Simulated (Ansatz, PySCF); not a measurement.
Dissociation curve of SMILES [SiH3]N([SiH3])[SiH3]. The N1–Si10 bond (N1 also carries Si, Si; Si10 carries H, H, H) is varied alone, starting from the PBE0/def2-SVP optimised geometry.

```
13

N      0.0000     0.0000     0.0000
Si     0.2448    -1.5084    -0.8720
Si     0.0000     1.5270    -0.8737
H     -0.4071    -2.6185    -0.1152
H     -0.3613    -1.3855    -2.2312
H      1.6939    -1.8478    -1.0374
H      1.3774     2.0861    -1.0540
H     -0.5938     1.3114    -2.2268
H     -0.8078     2.5234    -0.1089
Si     0.0000     0.0000     1.7594
H     -0.6057    -1.2762     2.2440
H      1.3787     0.1075     2.3337
H     -0.7969     1.1661     2.2445
```

Levels: RHF/3-21G = restricted Hartree-Fock/3-21G in PySCF 2.14.0; RKS-PBE = restricted PBE/def2-SVP (Ansatz, a first-principles code); RHF/6-31G* = restricted Hartree-Fock/6-31G*, spherical d in PySCF; UHF/3-21G = unrestricted Hartree-Fock/3-21G in PySCF 2.14.0.

Energies are in kcal/mol, each relative to the lowest point of its own curve near equilibrium.

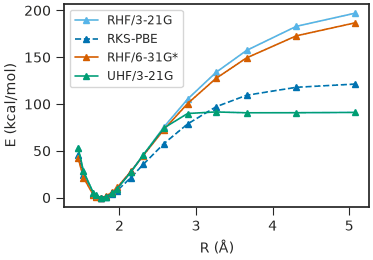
Figure: Energy against bond length for each method.

```
R / Å  RHF/3-21G  RKS-PBE  RHF/6-31G*  UHF/3-21G
-----  ---------  -------  ----------  ---------
1.46        52.8     46.0        42.4       52.8
1.53        28.0     24.4        21.3       28.0
1.66         4.8      4.2         2.7        4.8
1.69         2.4      2.1         1.1        2.4
1.76         0.0      0.0         0.0        0.0
1.82         0.7      0.5         1.4        0.7
1.90         4.4      3.4         5.6        4.4
1.97         9.6      7.5        10.9        9.6
2.15        27.5     21.5        28.0       27.5
2.31        45.5     35.4        44.9       45.5
2.58        75.4     57.7        72.7       74.4
2.89       105.2     78.7       100.5       89.9
3.26       133.8     97.0       127.3       91.5
3.66       157.3    109.4       149.3       90.6
4.31       183.0    117.9       172.8       90.7
5.08       197.1    121.3       186.8       91.0
```

At the longest distance, 5.08 Å, RHF/3-21G lies highest above its minimum (197.1 kcal/mol) and UHF/3-21G lowest (91.0 kcal/mol).

The restricted form behind RHF/3-21G, RKS-PBE, RHF/6-31G* keeps the bonding electrons paired and can't separate into open-shell fragments. The unrestricted determinant behind UHF/3-21G is spin-contaminated at 2.58 to 5.08 Å (<S²> up to 1.0, against 0.00 for a pure singlet).
